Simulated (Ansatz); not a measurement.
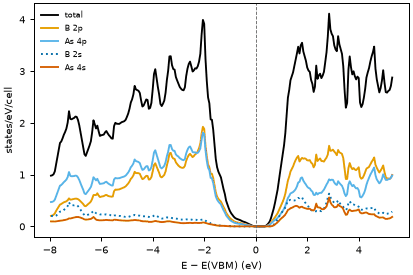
Total and projected density of states of BAs in space group P6_222 (No. 180; B on 3d, As on 3c), DFT-PBEsol in the program Ansatz with PAW potentials

Q: Which orbitals carry the states next to the gap?

A: Top 1 eV of the valence band: B 2p 54 %, As 4p 41 %. Bottom 1 eV of the conduction band: B 2p 36 %, As 4p 23 %, B 2s 19 %, As 4s 12 %, outside the projected shells 10 %. Projections are on Löwdin-orthogonalised atomic valence shells; empty p or d shells of many metals are not among them.

Q: Where is the tallest occupied peak in this window, and what makes it?

A: Near -2.0 eV, about 4.0 states/eV per cell; the largest projected share is B 2p.

The start of the workflow was typed in or built on a structure type; neither database checked (COD, Materials Project) lists it. It is not the phase usual at ambient conditions (space group No. 216). The PBEsol relaxation kept the symmetry of its start; whether a distortion lowers the energy is not shown. Its formation energy is positive at this level, so the cell may be metastable or incomplete. Spin–orbit coupling is left out wherever it is not named.

Potentials: the earlier of the program's two PAW sets. The files were generated under PBE; for other functionals the program regenerates the frozen cores, and for LDA and PBEsol the local potential too.
